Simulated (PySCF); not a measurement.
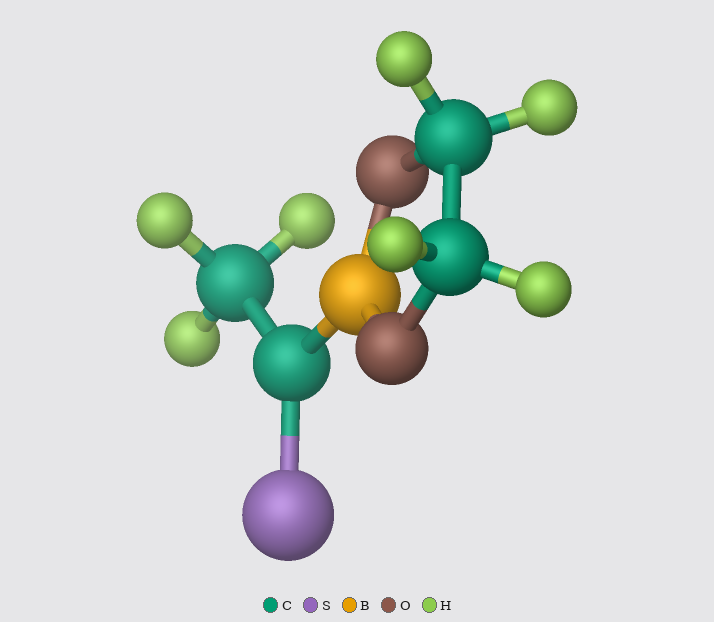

Rendered structure (ball-and-stick style). Every bond is drawn as one stick, whatever its order.

Which formula does it have?

Answer. C₄H₇BO₂S, 15 atoms: 4 carbon, 7 hydrogen, 1 boron, 2 oxygen and 1 sulfur.

What is its SMILES?

Answer. CC(=S)B1OCCO1

More results for the same structure follow; atom numbers are the same in all pictures, views and colours differ. The computed structure is the end point of a PBE0-D3(BJ)/def2-SVP optimisation. No frequency run is at hand to confirm it as a minimum.

Shape

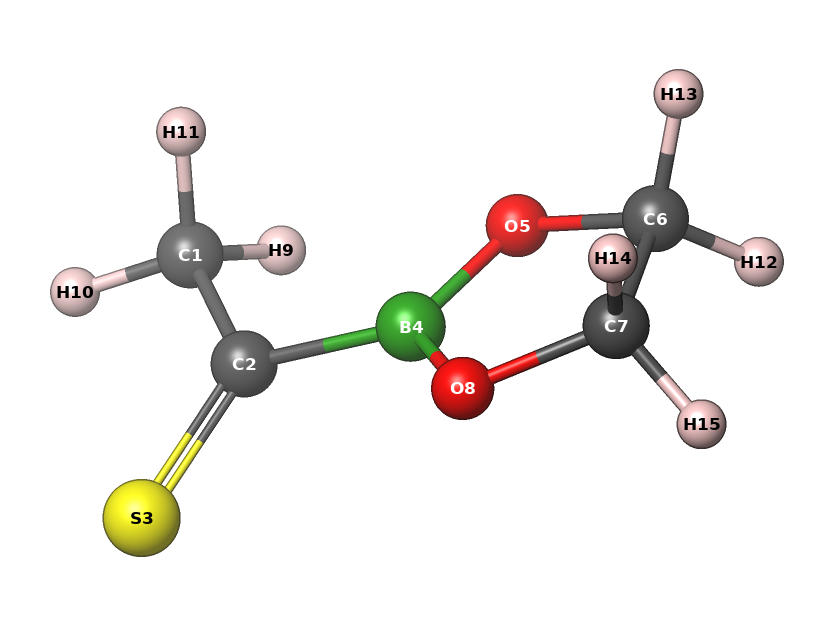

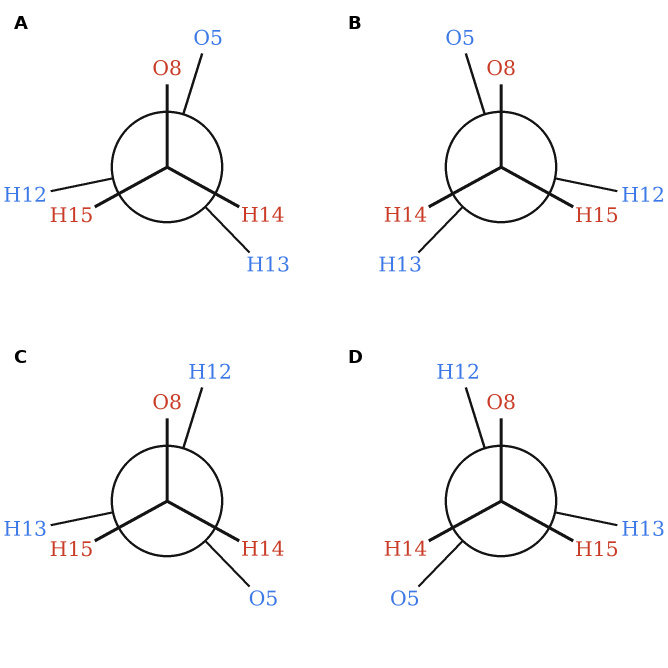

Distant atoms are faded towards the background colour. Bonds that would overlap in a projection are set slightly apart. No frequency run is at hand to confirm it as a minimum.

Which Newman projection shows the view along C7–C6, with C7 in front?

Answer. A. The torsion angle O8–C7–C6–O5 is 2°, synperiplanar (eclipsed).

NMR shielding

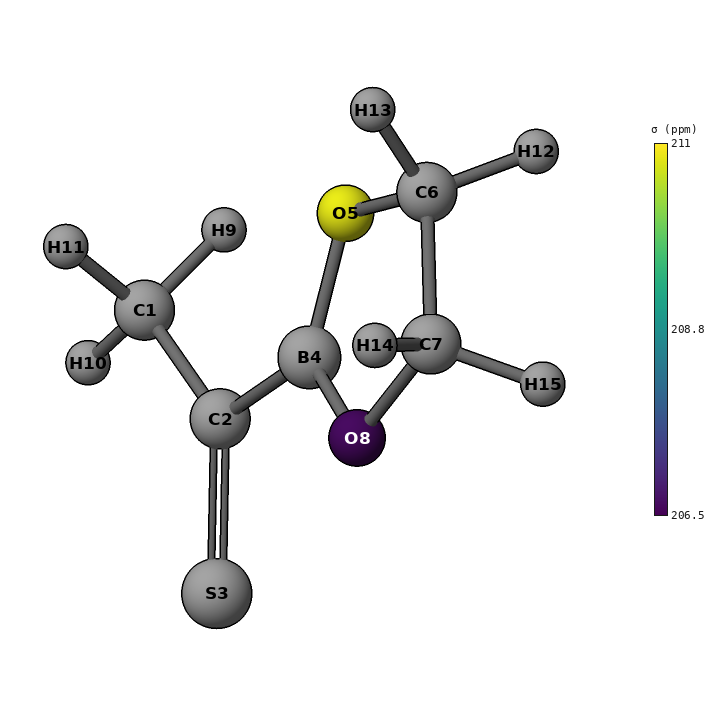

Atoms are coloured by their isotropic NMR shieldings (O only, the others grey). No frequency run is at hand to confirm it as a minimum. Properties computed with GIAO PBE0/pcSseg-1 NMR shielding, non-relativistic, IEF-PCM acetonitrile (PySCF 2.14.0).

Give the isotropic NMR shieldings of the O atoms atom by atom.

| atom | σ (ppm) |
| --- | --- |
| O5 | 210.8 |
| O8 | 206.6 |

Levels of theory compared

No frequency run is at hand to confirm it as a minimum. Program: PySCF 2.14.0.

At this fixed geometry, give HOMO energy (eV), dipole (D) at these levels: CAM-B3LYP/def2-SVPD; CAM-B3LYP/def2-SVPD in acetonitrile (IEF-PCM); CAM-B3LYP/pcSseg-1; PBE0/pcSseg-1; PBE0/pcSseg-1 in acetonitrile (IEF-PCM).

```json
{"level": "CAM-B3LYP/def2-SVPD", "HOMO energy (eV)": "−7.54", "dipole (D)": "4.01"}
{"level": "CAM-B3LYP/def2-SVPD in acetonitrile (IEF-PCM)", "HOMO energy (eV)": "−7.93", "dipole (D)": "5.45"}
{"level": "CAM-B3LYP/pcSseg-1", "HOMO energy (eV)": "−7.46", "dipole (D)": "4.05"}
{"level": "PBE0/pcSseg-1", "HOMO energy (eV)": "−6.14", "dipole (D)": "4.02"}
{"level": "PBE0/pcSseg-1 in acetonitrile (IEF-PCM)", "HOMO energy (eV)": "−6.56", "dipole (D)": "5.37"}
```

Core levels

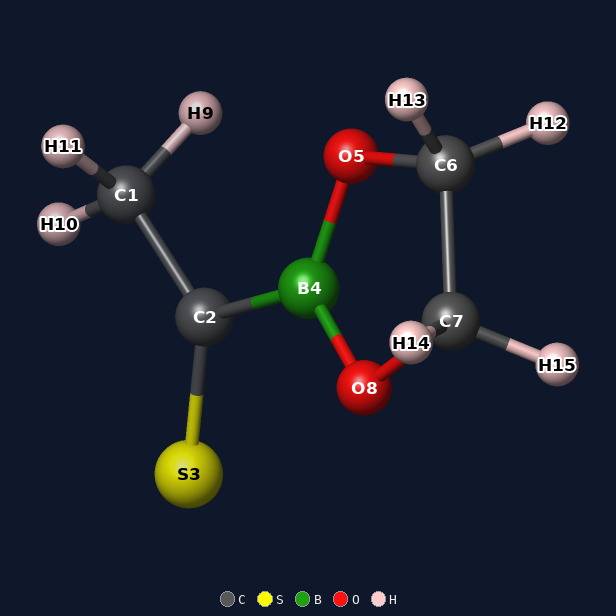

No frequency run is at hand to confirm it as a minimum. Method: delta-SCF UKS SCAN, pcX-2 on the ionised atom, pcseg-1 elsewhere, spin-free X2C (PySCF 2.14.0).

Give the core-electron binding energies (to vacuum; p and d levels without spin–orbit splitting) of C1 1s, C2 1s, S3 1s, S3 2p, B4 1s, O5 1s, C6 1s.

```csv
atom,level,binding energy (eV)
C1,1s,290.8
C2,1s,291.4
S3,1s,2476.2
S3,2p,168.8
B4,1s,197.0
O5,1s,538.8
C6,1s,292.7
```
